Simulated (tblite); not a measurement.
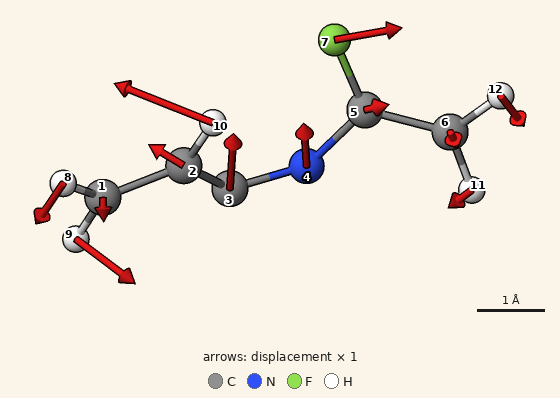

A relaxation of C$_{5}$H$_{5}$FN (multiplicity 2). The starting structure is drawn; red arrows show the displacements, at their true length. The two geometries are superimposed by the best rigid fit.

Style: ball-and-stick. Shown from a free direction.

These are results of tblite 0.8.0, GFN2-xTB geometry optimisation, gas phase, not measurements. 

> Which element moves most?

Hydrogen: up to 1.71 Å, against 1.26 Å for carbon.

> What did the optimiser do to the structure, and how much energy did it gain?

Over 94 geometry steps the energy falls by 23.5 kcal/mol. The atom that moves furthest after the best rigid fit is H10 (1.71 Å). Largest moves by element: H 1.71 Å, C 1.26 Å, F 1.07 Å, N 0.97 Å. Among the contacts that change: C2–C3 1.463 → 1.344 Å, N4–C5 1.428 → 1.350 Å, C1–C2 1.324 → 1.370 Å, C3–N4 1.256 → 1.210 Å. Among the angles between lasting bonds that change: C2–C3–N4 127.3° → 164.3°, C3–N4–C5 126.1° → 142.5°, C1–C2–C3 116.9° → 126.4°. The run took 0.34 s on 1 thread of Arm Neoverse V2 (shared host).
